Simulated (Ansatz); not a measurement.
The calculation's input:

```
crystal:
  periodic: [false, false, false]
  atoms:
    - { symbol: Si, position_ang: [0.0, 0.0, 0.0] }
    - { symbol: O, position_ang: [0.0, 0.0, 2.03] }
    - { symbol: H, position_ang: [-0.9095, -0.2814, 2.3671] }
    - { symbol: Cl, position_ang: [2.0086, 0.0, -0.7093] }
    - { symbol: H, position_ang: [-0.6877, 1.1914, -0.4862] }
    - { symbol: Si, position_ang: [-1.0456, -1.8115, -0.7393] }
    - { symbol: H, position_ang: [-1.7029, -2.4846, 0.3772] }
    - { symbol: H, position_ang: [-2.0454, -1.4265, -1.7311] }
    - { symbol: H, position_ang: [-0.0777, -2.7173, -1.3511] }
    - { symbol: H, position_ang: [0.9186, -1.3949, 0.555] }
    - { symbol: H, position_ang: [0.7199, -1.0931, 1.4744] }
basis:
  gaussian: { orbitals: "6-31G*" }
hamiltonian:
  xc: cam_b3lyp
relax:
  f_tol: 0.15
  max_steps: 25
  restrain:
    - { distance: [0, 9], at: 2.66, k: 30.0 }
    - { distance: [10, 1], at: 2.21, k: 30.0 }
    - { distance: [0, 1], at: 1.68, k: 30.0 }
    - { distance: [10, 9], at: 0.66, k: 30.0 }
output:
  orbitals: {}
```

Run with:

```sh
ansatz run input.yaml --threads 2 --pin off --max-ram 3072MiB --backend cpu --events-out ev --progress --plain --runs-dir out
```

The fields are those of the run's last geometry, not of the input's.

Not at a stationary point (largest force 1.6 eV/Å).

The calculation used RKS CAM-B3LYP/6-31G* in Ansatz.

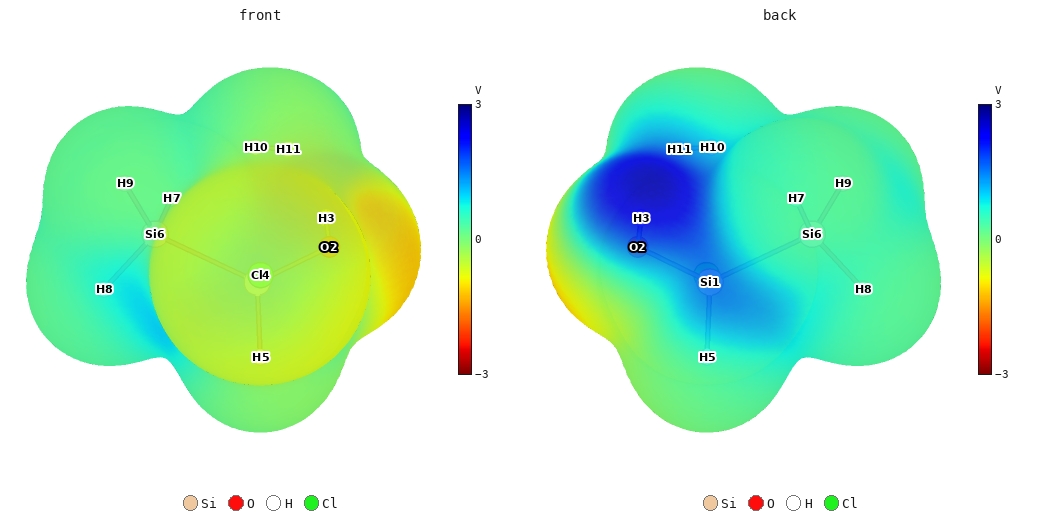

ClH₅OSi₂···H₂. The molecular electrostatic potential painted on the density surface at 0.001 e/bohr³, seen from the front and from behind; the colour scale runs from red (negative) to blue (positive).

Question: Where is the surface potential most negative and most positive?

Answer: The most negative region (about −1.2 V, or −28 kcal/mol for a unit charge) lies over O2, the most positive (about +2.5 V, or +58 kcal/mol for a unit charge) over H3. O2 is the likeliest acceptor of a hydrogen bond.
